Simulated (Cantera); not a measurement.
A closed system holds: 1 mol NH₃, 0.91 mol H₂O, 0.059 mol O₂, equilibrated at 1.00 Torr.

Method: chemical equilibrium by Gibbs-energy minimisation in Cantera with the NASA 1993 tables (ideal gas, pure condensed phases). Candidate condensed phases: H₂O; 24 gas species. Rates play no part.

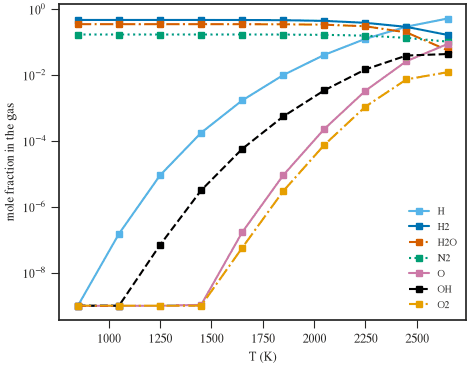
Figure. Equilibrium gas composition (values under 1e-9 drawn at 1e-9)

From 850 K to 2650 K nothing is condensed.
